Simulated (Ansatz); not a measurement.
# C2H9FSSi2: rotation by 120° about the Si2–S3 bond, part 2 of 2

Wanted: the energy profile along the rotation by 120° about the Si2–S3 bond, from relaxed end points and a band of images. SMILES of the start: C[SiH](S)C(F)[SiH3].

Ansatz 0.2.0; RKS PBE/6-31G*. Earlier steps stand in the parts before.

**5. More of the same log: band between the two ends**

The log, continued, shortened:

```text
reference -31508.48059448 eV, -1157.9153046318 hartree; 37, 37 occupied and 83, 83 virtual orbitals, 1484 factors
[...]
1484 factors; their error is unknown
mean field -31508.42520952 eV, -1157.9132692722 hartree, gradient 9.5e-6 eV, S^2 0.000000; 0 other end points of the search recorded, 0 dependent functions left out
[...]
reference -31508.42524990 eV, -1157.9132707559 hartree; 37, 37 occupied and 83, 83 virtual orbitals, 1484 factors
[...]
1484 factors; their error is unknown
mean field -31508.39352587 eV, -1157.9121049196 hartree, gradient 8.9e-6 eV, S^2 0.000000; 0 other end points of the search recorded, 0 dependent functions left out
[...]
reference -31508.39356631 eV, -1157.9121064057 hartree; 37, 37 occupied and 83, 83 virtual orbitals, 1484 factors
[...]
1484 factors; their error is unknown
[...]
Atom 6 at     1.791145    -0.747692     2.269957 Å, force    -0.005628     0.001130    -0.000855 eV/Å
Atom 7 at     0.169881    -0.000574     2.308149 Å, force    -0.004685    -0.000796     0.003922 eV/Å
Atom 8 at     0.376384    -1.680965     1.722435 Å, force    -0.001308     0.003363    -0.005214 eV/Å
Atom 9 at     1.640729     1.378277     0.034082 Å, force    -0.004249    -0.000517    -0.001578 eV/Å
Atom 10 at     1.712571    -1.840638    -1.878662 Å, force     0.004691     0.003703     0.009615 eV/Å
Atom 11 at    -0.950112    -1.086022    -0.965721 Å, force     0.008318    -0.001875    -0.007805 eV/Å
Atom 12 at    -1.329679     2.557326    -0.356992 Å, force     0.001594    -0.005304    -0.003433 eV/Å
Atom 13 at    -2.202677     0.790755     1.096273 Å, force    -0.005659     0.001917     0.006967 eV/Å
Atom 14 at    -3.094857     1.076579    -1.163223 Å, force     0.002437    -0.001413    -0.006205 eV/Å
Dipole moment:    -0.389495    -0.157725     0.379511 e Å
this run last wrote the band of iteration 6 to <dir>
```

Wall time 100 s (2 threads of Arm Neoverse V2, shared host); peak memory 0.18 GiB.

**6. What the band shows**

Images 0 and 6 are the ends. Energies count from image 0; the path length is the program's own measure over all atoms.

```
image  path (Å)  energy (eV)  dihedral C1–Si2–S3–H11 (°)  band force (eV/Å)
    0     0.000       0.0000                         166                  -
    1     0.386       0.0169                         147              0.014
    2     0.773       0.0665                         126              0.028
   3*     1.159       0.0910                         105              0.048
    4     1.589       0.0711                          83              0.027
    5     2.018       0.0520                          68              0.020
    6     2.448       0.0462                          56                  -
```

The star marks the climbing image.

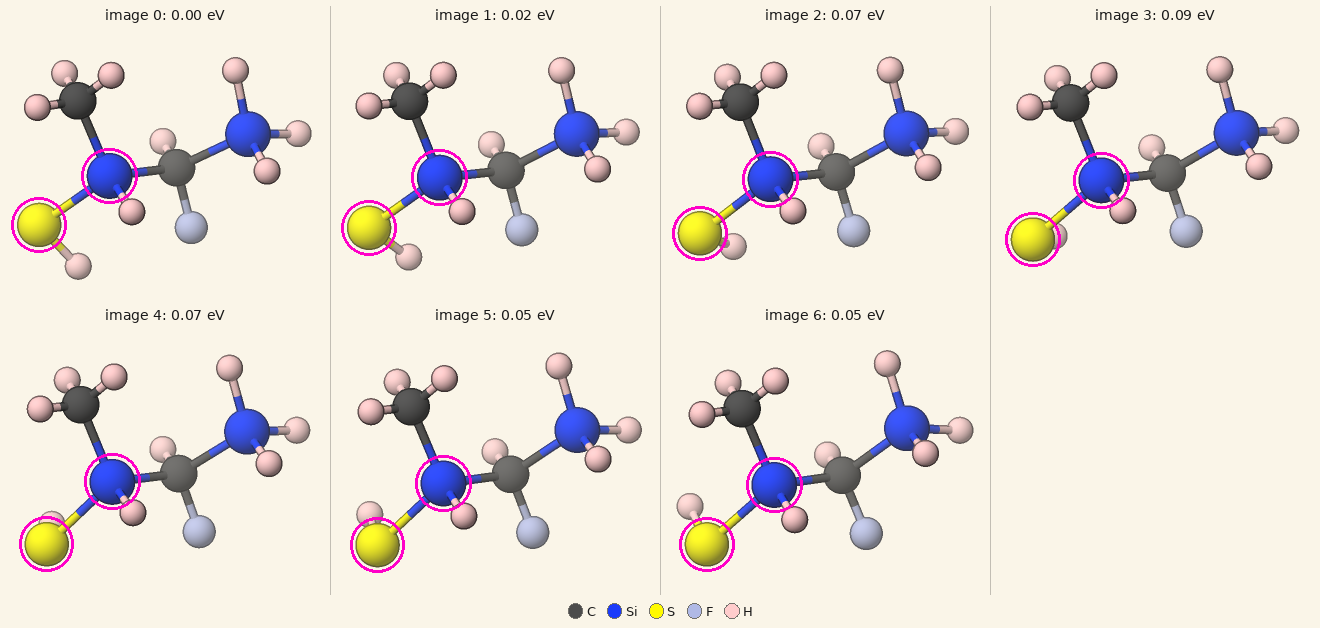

The images of the last band, seen from a free direction. Ringed: Si2, S3. Sticks join atoms closer than a bonding distance in each image.

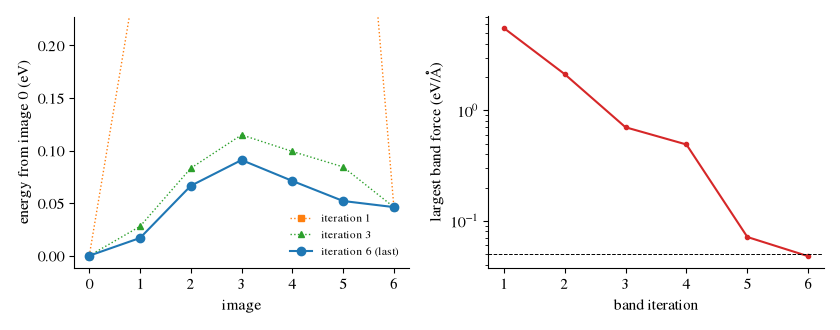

Left: energy of each image for early iterations and the last one (lines only join the points; early values far above the last band run off the scale). Right: the largest band force by iteration, with the threshold dashed.

The top of the band by iteration:

```
iteration  highest image above image 0 (eV)  largest band force (eV/Å)
        1                            0.9624                      5.581
        2                            0.2366                      2.131
        3                            0.1149                      0.703
        4                            0.1004                      0.491
        5                            0.0917                      0.071
        6                            0.0910                      0.048
```

Positions of all images (Å):

```xyz
15
image=0 dE=0.0000
C     0.868   -0.692    1.814
Si    1.054   -0.145    0.018
S     2.379   -1.541   -0.977
C    -0.610   -0.142   -0.930
F    -0.293    0.143   -2.297
Si   -1.874    1.174   -0.360
H     1.854   -0.750    2.305
H     0.249    0.024    2.381
H     0.396   -1.687    1.877
H     1.602    1.250   -0.075
H     2.045   -1.101   -2.221
H    -1.069   -1.151   -0.892
H    -1.258    2.537   -0.448
H    -2.271    0.899    1.064
H    -3.095    1.133   -1.230
15
image=1 dE=0.0169
C     0.844   -0.670    1.794
Si    1.092   -0.095    0.015
S     2.447   -1.467   -0.981
C    -0.558   -0.113   -0.957
F    -0.262    0.184   -2.323
Si   -1.854    1.156   -0.345
H     1.810   -0.739    2.322
H     0.202    0.032    2.352
H     0.375   -1.668    1.815
H     1.624    1.309   -0.028
H     1.838   -1.313   -2.188
H    -0.994   -1.132   -0.920
H    -1.285    2.540   -0.409
H    -2.215    0.832    1.077
H    -3.086    1.092   -1.195
15
image=2 dE=0.0665
C     0.834   -0.666    1.765
Si    1.110   -0.051    0.002
S     2.548   -1.332   -1.014
C    -0.537   -0.086   -0.976
F    -0.275    0.229   -2.341
Si   -1.851    1.153   -0.332
H     1.795   -0.742    2.301
H     0.181    0.019    2.332
H     0.374   -1.669    1.760
H     1.627    1.357    0.011
H     1.729   -1.583   -2.070
H    -0.961   -1.110   -0.939
H    -1.308    2.548   -0.379
H    -2.202    0.803    1.087
H    -3.086    1.077   -1.178
15
image=3 dE=0.0910
C     0.829   -0.675    1.735
Si    1.115   -0.025   -0.017
S     2.610   -1.187   -1.091
C    -0.534   -0.056   -0.993
F    -0.297    0.289   -2.351
Si   -1.859    1.157   -0.320
H     1.791   -0.748    2.270
H     0.170   -0.001    2.308
H     0.376   -1.681    1.722
H     1.641    1.378    0.034
H     1.713   -1.841   -1.879
H    -0.950   -1.086   -0.966
H    -1.330    2.557   -0.357
H    -2.203    0.791    1.096
H    -3.095    1.077   -1.163
15
image=4 dE=0.0711
C     0.844   -0.670    1.698
Si    1.116   -0.005   -0.052
S     2.611   -1.095   -1.189
C    -0.547   -0.026   -1.005
F    -0.325    0.361   -2.354
Si   -1.882    1.156   -0.302
H     1.806   -0.737    2.232
H     0.178   -0.004    2.273
H     0.396   -1.679    1.687
H     1.662    1.390   -0.004
H     1.771   -2.084   -1.600
H    -0.949   -1.062   -1.003
H    -1.357    2.559   -0.296
H    -2.234    0.749    1.101
H    -3.111    1.096   -1.157
15
image=5 dE=0.0520
C     0.859   -0.653    1.657
Si    1.108    0.004   -0.100
S     2.596   -1.100   -1.227
C    -0.569    0.003   -1.029
F    -0.356    0.449   -2.362
Si   -1.906    1.150   -0.275
H     1.828   -0.707    2.181
H     0.189    0.006    2.236
H     0.421   -1.666    1.652
H     1.669    1.393   -0.093
H     1.881   -2.256   -1.310
H    -0.965   -1.034   -1.069
H    -1.378    2.549   -0.189
H    -2.275    0.673    1.102
H    -3.126    1.141   -1.145
15
image=6 dE=0.0462
C     0.871   -0.622    1.621
Si    1.099   -0.002   -0.151
S     2.575   -1.157   -1.242
C    -0.588    0.027   -1.062
F    -0.375    0.548   -2.368
Si   -1.924    1.130   -0.244
H     1.847   -0.671    2.131
H     0.212    0.049    2.199
H     0.427   -1.633    1.640
H     1.673    1.380   -0.199
H     1.981   -2.367   -1.049
H    -0.982   -1.006   -1.161
H    -1.385    2.514   -0.044
H    -2.323    0.558    1.089
H    -3.130    1.200   -1.132
```

**7. Vibrations at the top**

The geometry is the highest inner image of the first converged band.

input.yaml

```yaml
crystal:
  periodic: [false, false, false]
  atoms:
    - { symbol: C, position_ang: [0.829226, -0.675053, 1.734613] }
    - { symbol: Si, position_ang: [1.115037, -0.025223, -0.017028] }
    - { symbol: S, position_ang: [2.609849, -1.187369, -1.09147] }
    - { symbol: C, position_ang: [-0.533828, -0.056469, -0.99268] }
    - { symbol: F, position_ang: [-0.296707, 0.289248, -2.350674] }
    - { symbol: Si, position_ang: [-1.858764, 1.156918, -0.319758] }
    - { symbol: H, position_ang: [1.791145, -0.747692, 2.269957] }
    - { symbol: H, position_ang: [0.169881, -0.000574, 2.308149] }
    - { symbol: H, position_ang: [0.376384, -1.680965, 1.722435] }
    - { symbol: H, position_ang: [1.640729, 1.378277, 0.034082] }
    - { symbol: H, position_ang: [1.712571, -1.840638, -1.878662] }
    - { symbol: H, position_ang: [-0.950112, -1.086022, -0.965721] }
    - { symbol: H, position_ang: [-1.329679, 2.557326, -0.356992] }
    - { symbol: H, position_ang: [-2.202677, 0.790755, 1.096273] }
    - { symbol: H, position_ang: [-3.094857, 1.076579, -1.163223] }
basis:
  gaussian: { orbitals: "6-31G*" }
hamiltonian:
  xc: pbe
phonons: {}
```

On the command line:

```
ansatz run input.yaml --threads 2 --pin off --max-ram 3072MiB --backend cpu --events-out ev --progress --plain --runs-dir out
```

Log, shortened:

```text
Warning: RAYON_NUM_THREADS=2 ignored (pool sized by the plan → 2); use --threads N
[...]
Functional definition: PBE
[...]
1484 factors; their error is unknown
[...]
mean field -31508.41745087 eV, -1157.9129841471 hartree, gradient 3.3e-5 eV, S^2 0.000000; 0 other end points of the search recorded, 0 dependent functions left out
[...]
reference -31508.41749143 eV, -1157.9129856376 hartree; 37, 37 occupied and 83, 83 virtual orbitals, 1484 factors
[...]
1484 factors; their error is unknown
mean field -31508.41733984 eV, -1157.9129800670 hartree, gradient 1.7e-6 eV, S^2 0.000000; 0 other end points of the search recorded, 0 dependent functions left out
[...]
reference -31508.41738041 eV, -1157.9129815575 hartree; 37, 37 occupied and 83, 83 virtual orbitals, 1484 factors
[...]
1484 factors; their error is unknown
mean field -31508.41726101 eV, -1157.9129771699 hartree, gradient 1.4e-6 eV, S^2 0.000000; 0 other end points of the search recorded, 0 dependent functions left out
[...]
WARN: phonons: modes at or below zero, which the zero-point energy, F, S and C_V leave out: 1, the lowest at -228.12 cm⁻¹. A minimum has none, and a first-order saddle one
[...]
Atom 4 at    -0.296707     0.289248    -2.350674 Å, force     0.008804     0.002003    -0.017462 eV/Å
Atom 5 at    -1.858764     1.156918    -0.319758 Å, force     0.017522    -0.007541    -0.018474 eV/Å
Atom 6 at     1.791145    -0.747692     2.269957 Å, force    -0.005605     0.001115    -0.000866 eV/Å
Atom 7 at     0.169881    -0.000574     2.308149 Å, force    -0.004655    -0.000744     0.003830 eV/Å
Atom 8 at     0.376384    -1.680965     1.722435 Å, force    -0.001301     0.003322    -0.005183 eV/Å
Atom 9 at     1.640729     1.378277     0.034082 Å, force    -0.004260    -0.000499    -0.001576 eV/Å
Atom 10 at     1.712571    -1.840638    -1.878662 Å, force     0.004732     0.003678     0.009553 eV/Å
Atom 11 at    -0.950112    -1.086022    -0.965721 Å, force     0.008307    -0.001866    -0.007829 eV/Å
Atom 12 at    -1.329679     2.557326    -0.356992 Å, force     0.001600    -0.005272    -0.003427 eV/Å
Atom 13 at    -2.202677     0.790755     1.096273 Å, force    -0.005655     0.001870     0.006913 eV/Å
Atom 14 at    -3.094857     1.076579    -1.163223 Å, force     0.002454    -0.001411    -0.006172 eV/Å
Dipole moment:    -0.389498    -0.157724     0.379514 e Å
[...]
```

Wall time 2.5 min (2 threads of Arm Neoverse V2, shared host); peak memory 0.17 GiB.

Of 39 modes, 1 is imaginary by more than 30 cm⁻¹ (228i cm⁻¹).

**8. What came out**

This closing draws on all 2 parts.

| quantity | value |
| --- | --- |
| end A | 7 moves, 0.491 eV lower |
| end B | 12 moves, 0.539 eV lower |
| barrier forwards | 0.091 eV |
| barrier backwards | 0.045 eV |
| second end relative to first | +0.046 eV |
| highest image | 3 of 0 to 6, climbing |
| band iterations | 6 |
| imaginary modes at the top | 228i cm⁻¹ |

What this shows: The barrier from the first end is 0.091 eV, 4 times kT at 300 K, which at an assumed attempt frequency of 10^13 s⁻¹ means a rate near 10^11 s⁻¹. Going back costs 0.045 eV, since the second end is 0.046 eV above the first. The listed dihedral goes from 166° at end A through 105° at the highest image to 56° at end B. One imaginary mode, as a first-order saddle point has. Zero-point energy and entropy are left out.
